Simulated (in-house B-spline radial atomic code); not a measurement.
# Ne³⁺: RPA and GW calculation

System: Ne³⁺, configuration [He] 2s2 2p3.
Method: RPA, second-order and SOSEX correlation energies and G0W0 (contour deformation) on a scalar-relativistic (spin-free one-electron X2C) mean field, all electrons, B-spline basis (in-house B-spline radial atomic code).

## The input
```
Z = 10
electrons = 7.0
configuration = [He] 2s2 2p3
hamiltonian = x2c
method = hf
lmax = 9
rms_radius = 3.0055
spin_polarised = True
box_radius = 14.14
intervals = 70
```

Launched within a batch (the task file carries these settings):
```bash
python <driver script> task.json out
```

The program writes its results to a structured record and prints no log; tables and figures of this report are taken from that record.

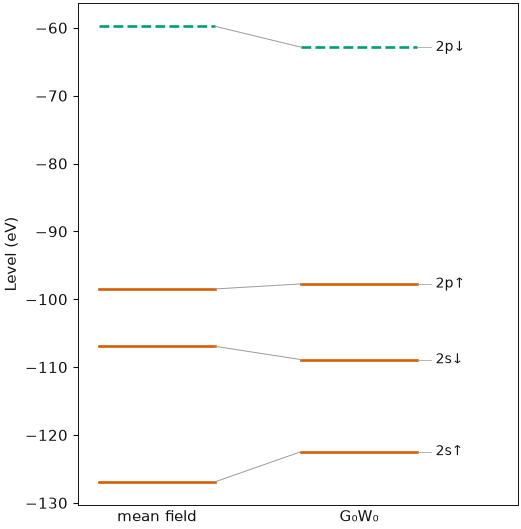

**Figure 1.** Mean-field and G₀W₀ levels (solid occupied, dashed empty) for Ne³⁺ ([He] 2s² 2p³). All-electron spherical atom, scalar X2C, Hartree-Fock start, no spin-orbit coupling, Breit or QED terms; computed with a B-spline radial code. The quasi-particle equation is solved at full frequency; levels of low quasi-particle weight Z are left out. Σ columns are in eV, and Σc holds an estimate for the angular momenta beyond the basis. G₀W₀ moves the highest occupied level, 2p↑, from −98.48 to −97.74 eV (renormalisation factor Z = 0.97); the semi-empirical removal energy is 97.19 eV, so the error is +0.55 eV. The empty level 2p↓ goes from −59.77 to −62.87 eV.

| Level | Mean field (eV) | Σc (eV) | Z | G₀W₀ (eV) |
| --- | --- | --- | --- | --- |
| 2p↓ | −59.77 | −3.10 | 0.98 | −62.87 |
| 2p↑ | −98.48 | 0.74 | 0.97 | −97.74 |
| 2s↓ | −106.93 | −1.97 | 0.97 | −108.90 |
| 2s↑ | −126.92 | 4.48 | 0.89 | −122.44 |

## Key numbers

- outcome: converged
- mean-field total energy: −124.24909 hartree
- total energy with exact exchange alone: −124.24909 hartree
- exact exchange energy: −10.52710 hartree
- RPA correlation, extrapolated in the angular momentum of the empty orbitals: −0.31407 hartree
- RPA correlation, as summed: −0.31279 hartree
- direct second-order term: −0.34329 hartree
- second-order exchange term: 0.15733 hartree
- SOSEX term: 0.14621 hartree
- hardware: 1 CPU thread, shared host
- wall time: 0.9 s
